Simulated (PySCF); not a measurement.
# WCl2: structure of the quintet

The task is one start of a wider search on WCl2: the quintet, from a bent start. It is relaxed, tested by its Hessian and followed downhill if it is a saddle.

Program: PySCF 2.14.0. Level of theory: PBE0, basis W def2-TZVP with ECP60, Cl def2-TZVP, scalar-relativistic core potentials, no spin–orbit coupling, density fitting. These are calculated values, not measurements.

## (1) Starting geometry

3 atoms, charge 0, spin multiplicity 5.

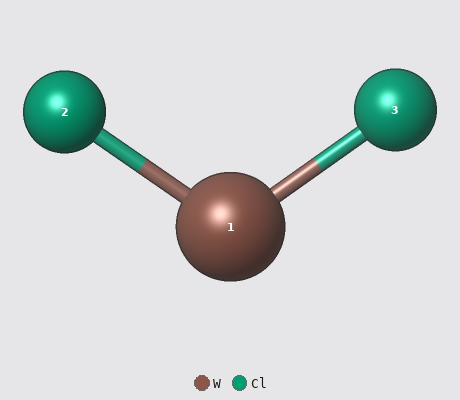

The starting geometry (tungsten brown, chlorine teal); atoms are numbered from 1 in the order of the file.

Coordinates in bohr (charge 0 multiplicity 5):
```
W     0.0000    0.0000    0.0000
Cl    3.6532    0.0000    2.5579
Cl   -3.6532    0.0000    2.5579
```

## (2) Finding the electronic state

One driver script runs all steps and calls PySCF; scf.py shows how it sets up the SCF of each step. The optimiser is the driver's own. After this first run the driver tries any further starts and a stability analysis.

File scf.py:

```python
from pyscf import gto, scf, dft
mol = gto.M(atom='''
W      0.000000     0.000000     0.000000
Cl     1.933200     0.000000     1.353600
Cl    -1.933200     0.000000     1.353600''',
    basis={'W': 'def2-TZVP', 'Cl': 'def2-TZVP'},
    ecp={'W': 'def2-TZVP'},
    charge=0, spin=4)
mf = dft.UKS(mol, xc='PBE0')
mf.grids.atom_grid = (50, 194)
aux = {'W': 'def2-universal-JKFIT', 'Cl': 'def2-universal-JKFIT'}
mf = mf.density_fit(auxbasis=aux)
mf.conv_tol = 1e-08
mf.diis_space = 10
mf.max_cycle = 60
mf.init_guess = 'minao'
mf.verbose = 4
mf.kernel()
```

Run with:

```
OMP_NUM_THREADS=4 python axn.py task.json out
```

Standard output:

```text
init E= -968.235700012671
[... the frontier-level lines of each cycle are left out ...]
cycle= 1 E= -987.117336626758  delta_E= -18.9  |g|= 0.437  |ddm|= 4.89
cycle= 2 E= -986.677943522099  delta_E= 0.439  |g|= 1.02  |ddm|= 1.25
cycle= 3 E= -987.216393646648  delta_E= -0.538  |g|= 0.126  |ddm|= 0.833
cycle= 4 E= -987.223168572002  delta_E= -0.00677  |g|= 0.065  |ddm|= 0.175
cycle= 5 E= -987.225607625518  delta_E= -0.00244  |g|= 0.00901  |ddm|= 0.0664
cycle= 6 E= -987.225667062154  delta_E= -5.94e-05  |g|= 0.00338  |ddm|= 0.0138
cycle= 7 E= -987.225682309814  delta_E= -1.52e-05  |g|= 0.00104  |ddm|= 0.0102
cycle= 8 E= -987.225684278995  delta_E= -1.97e-06  |g|= 0.00034  |ddm|= 0.00399
cycle= 9 E= -987.225684442303  delta_E= -1.63e-07  |g|= 0.000105  |ddm|= 0.000944
cycle= 10 E= -987.225684460568  delta_E= -1.83e-08  |g|= 1.58e-05  |ddm|= 0.000349
cycle= 11 E= -987.225684461685  delta_E= -1.12e-09  |g|= 5.62e-06  |ddm|= 0.0001
Extra cycle  E= -987.225684461738  delta_E= -5.34e-11  |g|= 6.18e-06  |ddm|= 2.16e-05
converged SCF energy = -987.225684461738  <S^2> = 6.019793  2S+1 = 5.0079109
```

This step, with its further starts and checks, took 13 s on 4 threads of Arm Neoverse V2, shared host.

Energies from each starting density:

| start | energy (Eh) |
| --- | --- |
| the minimal-basis guess | -987.225684 |
| a thermally smeared density | -987.225684 |
| a smeared PBE density | -987.225684 |

No lower solution of this spin turned up from the other starts or in the test of internal stability.

## (3) Relaxing the quintet from the bent start

The program finds C2v symmetry in the start, which this walk keeps. The walk stops when the largest gradient is under 0.0003 Eh/bohr and the energy has settled too.

scf.py, as its differences from that of step 2:

```diff
@@ -3,3 +3,3 @@
-W      0.000000     0.000000     0.000000
-Cl     1.933200     0.000000     1.353600
-Cl    -1.933200     0.000000     1.353600''',
+W      0.000000     0.000000    -0.372871
+Cl     1.933200     0.000000     0.980729
+Cl    -1.933200     0.000000     0.980729''',
@@ -16 +15,0 @@
-mf.init_guess = 'minao'
```

Steps of the walk:

| step | energy (Eh) | change (kJ/mol) | largest symmetric gradient (Eh/bohr) |
| --- | --- | --- | --- |
| 0 | -987.225684 | 0.00 | 0.04511 |
| 1 | -987.234537 | -23.24 | 0.01917 |
| 2 | -987.237639 | -31.39 | 0.00563 |
| 3 | -987.239348 | -35.87 | 0.00273 |
| 4 | -987.239831 | -37.14 | 0.00355 |
| 5 | -987.239896 | -37.31 | 0.00091 |
| 6 | -987.239904 | -37.33 | 0.00034 |
| 7 | -987.239905 | -37.34 | 0.00001 |

The walk took 19 s.

Positions (Å) and forces (eV/Å) along the way:

```
step 0
W    0.000   0.000  -0.373   0.000   0.000   2.320
Cl   1.933   0.000   0.981  -1.026   0.000  -1.160
Cl  -1.933   0.000   0.981   1.026   0.000  -1.160
step 1
W    0.000   0.000  -0.271   0.000   0.000   0.986
Cl   1.945   0.000   0.930  -0.256   0.000  -0.493
Cl  -1.945   0.000   0.930   0.256   0.000  -0.493
step 4
W    0.000   0.000   0.023   0.000   0.000   0.134
Cl   2.148   0.000   0.783  -0.183   0.000  -0.067
Cl  -2.148   0.000   0.783   0.183   0.000  -0.067
step 7
W    0.000   0.000   0.022   0.000   0.000   0.001
Cl   2.136   0.000   0.783   0.000   0.000   0.000
Cl  -2.136   0.000   0.783   0.000   0.000   0.000
```

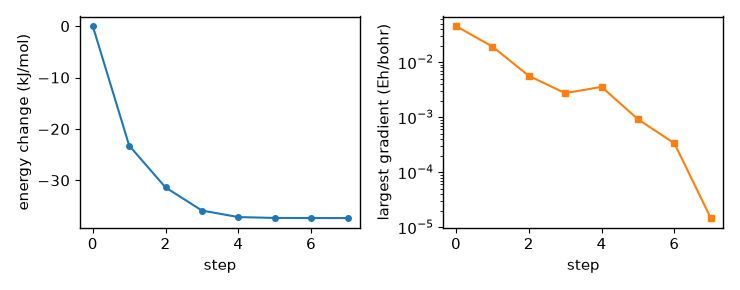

How energy and gradient fall.

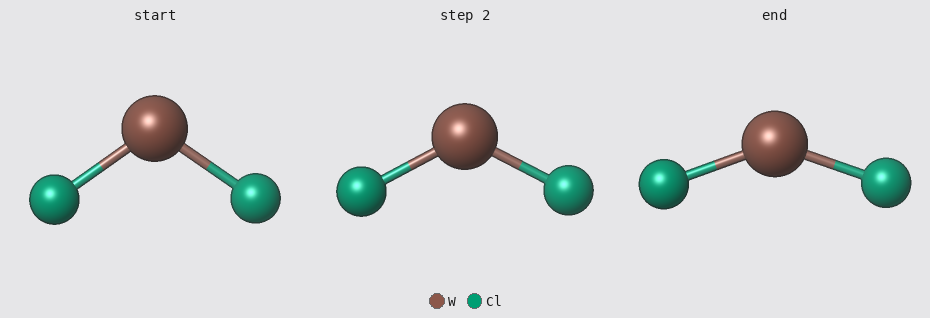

Start and end of the relaxation, with a step between.

It settles in C2v symmetry, 37.3 kJ/mol below the start, after 7 steps: W–Cl 2.267 Å (×2); Cl–W–Cl 140.8°.

## (4) Frequencies

The point is checked on the finer grid, and tightened if its gradient asks for it. The Hessian and the dipole derivatives come from central differences of analytic gradients, with steps of 0.02 bohr.

scf.py, as its differences from that of step 3:

```diff
@@ -3,3 +3,3 @@
-W      0.000000     0.000000    -0.372871
-Cl     1.933200     0.000000     0.980729
-Cl    -1.933200     0.000000     0.980729''',
+W      0.000000     0.000000    -0.202194
+Cl     2.139788     0.000000     0.547597
+Cl    -2.139788     0.000000     0.547597''',
@@ -10 +10 @@
-mf.grids.atom_grid = (50, 194)
+mf.grids.atom_grid = (75, 302)
@@ -13 +13 @@
-mf.conv_tol = 1e-08
+mf.conv_tol = 1e-10
```

This SCF starts from the last density.

Log of the central SCF (cycles and frontier levels):

```text
init E= -987.239731816177
[... the frontier-level lines of each cycle are left out ...]
cycle= 1 E= -987.239731816171  delta_E= 6.14e-12  |g|= 4.11e-06  |ddm|= 6.02e-06
Extra cycle  E= -987.239731816149  delta_E= 2.25e-11  |g|= 7.42e-06  |ddm|= 1.06e-05
converged SCF energy = -987.239731816149  <S^2> = 6.0179093  2S+1 = 5.0071586
```

The whole step took 54 s.

Geometry: C2v; W–Cl 2.267 Å (×2); Cl–W–Cl 141.4°.

Modes, for the most abundant isotopes:

```tsv
symmetry	ω (cm⁻¹)	IR (km/mol)	type
a1	62	2.3	bend
a1	389	8.3	stretch
b2	398	106	stretch
```

All wavenumbers are real: a minimum.

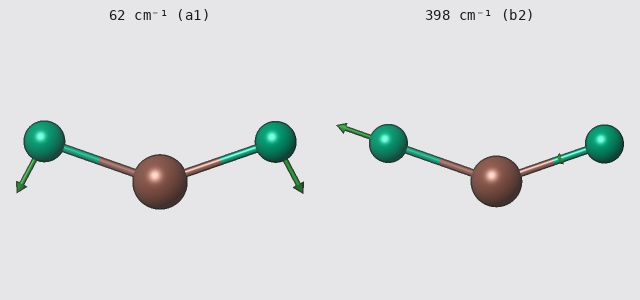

Displacements of 2 of the modes, as arrows (one member where a mode is degenerate).

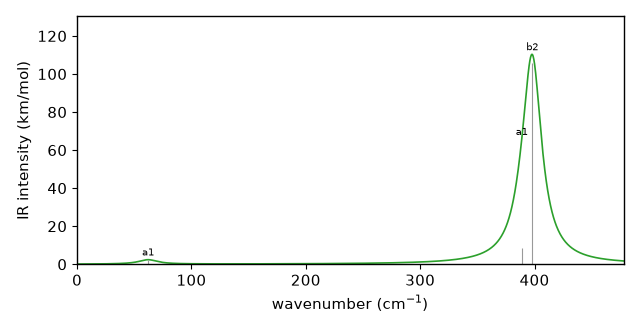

The harmonic infrared spectrum (widths in cm⁻¹). Lines are broadened to a width of 20 cm⁻¹ (Lorentzian).

Properties at this point:

| Item | Value |
| --- | --- |
| Dipole moment | 1.55 D |
| Highest occupied level | -6.13 eV |
| Lowest empty level | -3.35 eV |
| Rotational constants | 0.5918, 0.05264, 0.04834 cm⁻¹ |
| Zero-point energy | 5.1 kJ/mol |
| Principal polarisabilities | 53.5, 57.0, 88.0 bohr³ |
| Atomisation energy without zero-point energy | 879 kJ/mol |
| Principal traceless quadrupole moments about the centre of mass | -7.38, 2.99, 4.38 D Å |
| Entropy at 298.15 K and 1 bar (electronic part: spin only) | 322.9 J/(mol K) |
| Heat capacity Cp at 298.15 K | 53.9 J/(mol K) |
| Enthalpy at 298.15 K above 0 K | 13.70 kJ/mol |
| Rotational symmetry number | 2 |
| Spin squared ⟨S²⟩ | 6.018 |

Populations by atom (charges in e):

```json
{"atom": "W1", "Mulliken": "0.69", "Löwdin": "-0.04", "polar tensor": "1.10", "spin (Mulliken)": "4.02", "Mayer order to W1": "–"}
{"atom": "Cl2,3", "Mulliken": "-0.35", "Löwdin": "0.02", "polar tensor": "-0.55", "spin (Mulliken)": "-0.01", "Mayer order to W1": "1.12"}
```

Outer orbital energies (eV). α occupied: -10.52, -9.94, -9.84, -9.71, -7.35, -7.22, -7.20, -6.13; empty: -3.35, -1.20, -0.53, 1.03. β occupied: -22.88, -22.52, -11.58, -10.50, -9.78, -9.76, -9.68, -9.48; empty: -2.82, -1.98, -1.58, -1.58.

Mulliken populations on W1 (outside its core potential): s 2.74, p 6.24, d 4.28, f 0.04.

## (5) What came out

| quantity | value |
| --- | --- |
| minimum | quintet, C2v |
| geometry | W–Cl 2.267 Å (×2); Cl–W–Cl 141.4° |
| wavenumbers (cm⁻¹) | 62 (a1), 389 (a1), 398 (b2) |
| dipole moment | 1.55 D |
| highest occupied, lowest empty level (either spin) | -6.13, -3.35 eV |
| polar-tensor charge of W1 | +1.10 e |
| zero-point energy | 5.1 kJ/mol |
| entropy at 298.15 K | 322.9 J/(mol K) |
| atomisation energy (no zero-point energy) | 879 kJ/mol |
| ⟨S²⟩ | 6.018 |

What this shows: The bent start keeps its C2v symmetry and ends in a minimum. The strongest infrared band lies at 398 cm⁻¹ (b2, stretch). Most of the spin sits on W1 (Mulliken spin 4.02, against 4 for the whole molecule). Only this shape and spin were tried, so other structures or states may lie lower. One determinant may miss the lowest occupation of an open d or f shell. With an element this heavy the missing spin–orbit coupling can shift these numbers.

The search up to here took 86 s.
